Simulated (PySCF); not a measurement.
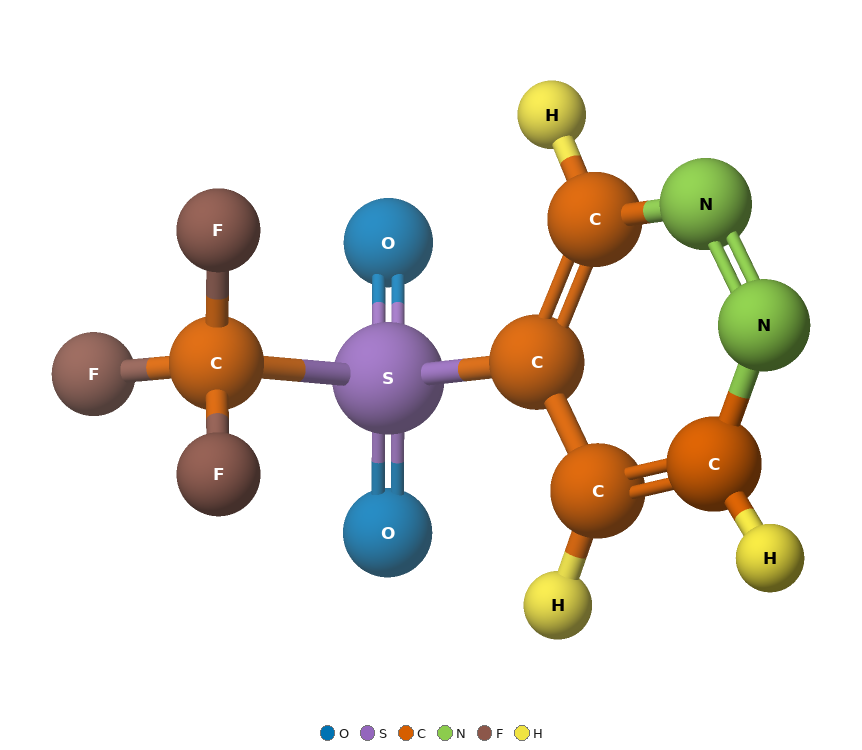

The picture shows a molecular structure as a ball-and-stick model. Multiple sticks mark multiple bonds (one Kekulé form).

**Give the formula.**

C₅H₃F₃N₂O₂S, 16 atoms: 5 carbon, 3 hydrogen, 3 fluorine, 2 nitrogen, 2 oxygen and 1 sulfur.

**Which point group does it belong to?**

C1.

**Name some functional groups or characteristic bonds that it holds.**

Among them: sulfone, C–F bond.

More results for the same structure follow; atom numbers are the same in all pictures, views and colours differ. The computed structure is the end point of a PBE0-D3(BJ)/def2-SVP optimisation. No frequency run is at hand to confirm it as a minimum.

## Geometry

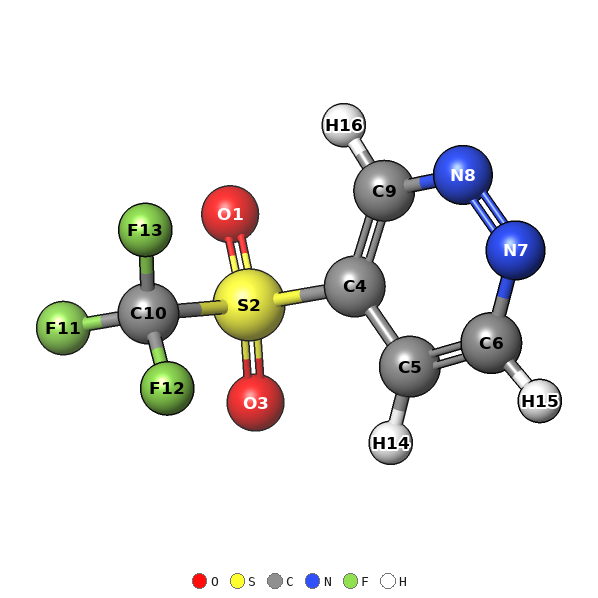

Atoms carry their numbers in the input. No frequency run is at hand to confirm it as a minimum.

Estimate the angles O1–S2–O3, O1–S2–C4, S2–C4–C9, O3–S2–C4, O3–S2–C10, C4–C9–N8, C5–C6–N7, C5–C6–H15, C6–C5–H14, N7–C6–H15, N8–C9–H16, F11–C10–F12.

| angle | degrees |
| --- | --- |
| O1–S2–O3 | 123.8 |
| O1–S2–C4 | 108.8 |
| S2–C4–C9 | 120.5 |
| O3–S2–C4 | 108.8 |
| O3–S2–C10 | 106.0 |
| C4–C9–N8 | 121.8 |
| C5–C6–N7 | 123.3 |
| C5–C6–H15 | 121.3 |
| C6–C5–H14 | 122.9 |
| N7–C6–H15 | 115.5 |
| N8–C9–H16 | 116.8 |
| F11–C10–F12 | 110.0 |

## NMR shielding

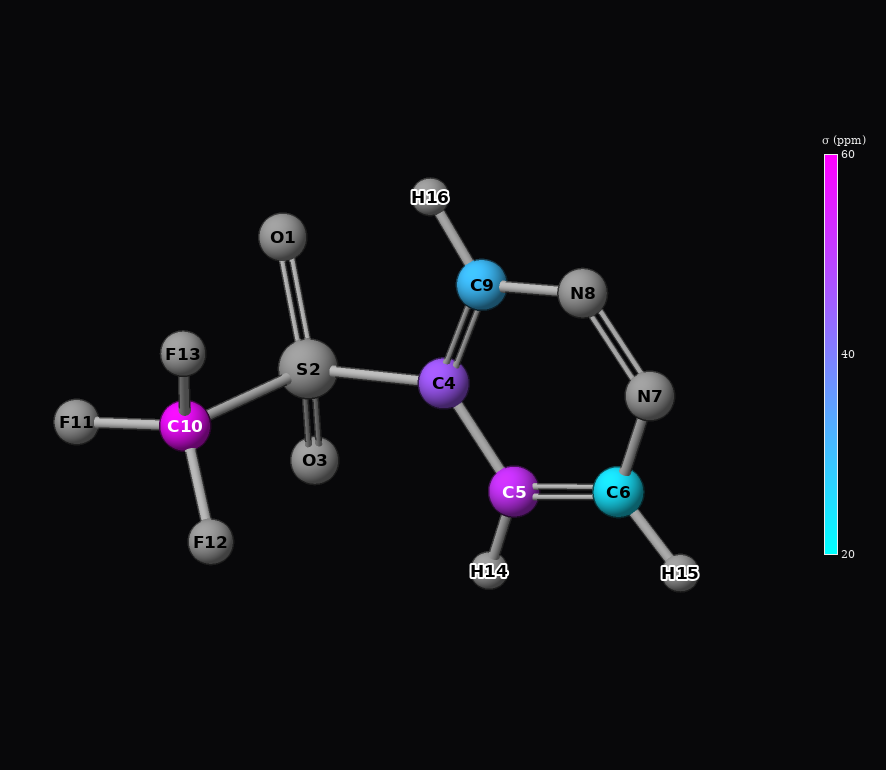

Atoms are coloured by their isotropic NMR shieldings (C only, the others grey). No frequency run is at hand to confirm it as a minimum. Properties computed with GIAO PBE0/pcSseg-1 NMR shielding, non-relativistic, IEF-PCM acetonitrile (PySCF 2.14.0).

**Which C atom is the most shielded (lowest chemical shift)?**

C10 (57.8 ppm).

**Which C atom is the least shielded (highest chemical shift)?**

C6 (24.1 ppm).

**How wide is the range of C shifts?**

33.7 ppm.

Give the isotropic NMR shieldings of the C atoms atom by atom.

```csv
atom,σ (ppm)
C4,45.6
C5,52.0
C6,24.1
C9,29.9
C10,57.8
```

## Bond orders

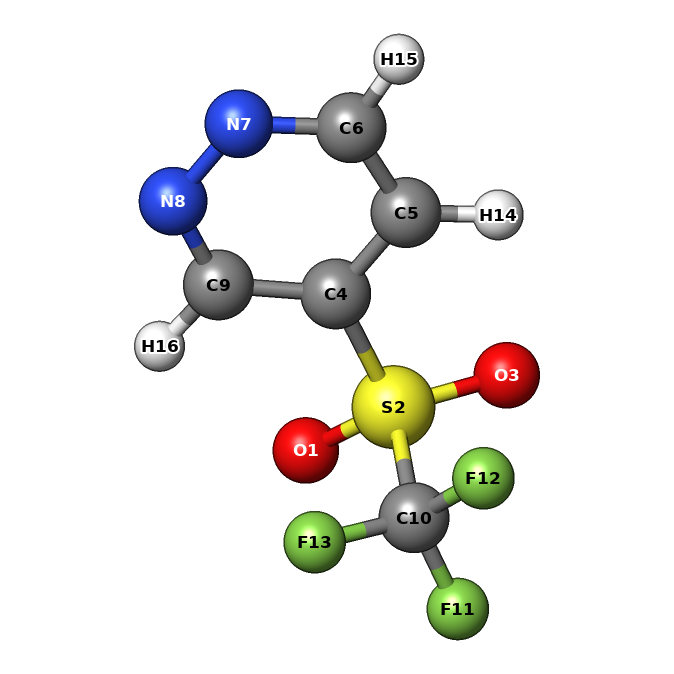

Every bond is drawn as one stick. No frequency run is at hand to confirm it as a minimum. Method: PBE0/pcSseg-1 in acetonitrile (IEF-PCM) (PySCF 2.14.0).

List the Mayer bond orders of O1–S2, S2–O3, S2–C4, S2–C10, C4–C5, C4–C9, C5–C6, C6–N7, N7–N8, N8–C9, C10–F11, C10–F12, C10–F13 (bonds between heavy atoms, one of each equivalent set).

| bond | Mayer order | length (Å) |
| --- | --- | --- |
| O1–S2 | 1.72 | 1.452 |
| S2–O3 | 1.71 | 1.452 |
| S2–C4 | 0.86 | 1.779 |
| S2–C10 | 0.75 | 1.869 |
| C4–C5 | 1.39 | 1.382 |
| C4–C9 | 1.27 | 1.396 |
| C5–C6 | 1.33 | 1.397 |
| C6–N7 | 1.50 | 1.330 |
| N7–N8 | 1.30 | 1.314 |
| N8–C9 | 1.49 | 1.329 |
| C10–F11 | 1.04 | 1.314 |
| C10–F12 | 1.02 | 1.322 |
| C10–F13 | 1.02 | 1.321 |

## Electronic properties

No frequency run is at hand to confirm it as a minimum. Level of theory: PBE0/pcSseg-1 in cyclohexane (IEF-PCM) (PySCF 2.14.0).

What does the calculation give?

- dipole moment: 2.92 D
- HOMO energy (Kohn–Sham orbital): −7.64 eV
- LUMO energy (Kohn–Sham orbital): −2.83 eV
- HOMO–LUMO gap: 4.81 eV
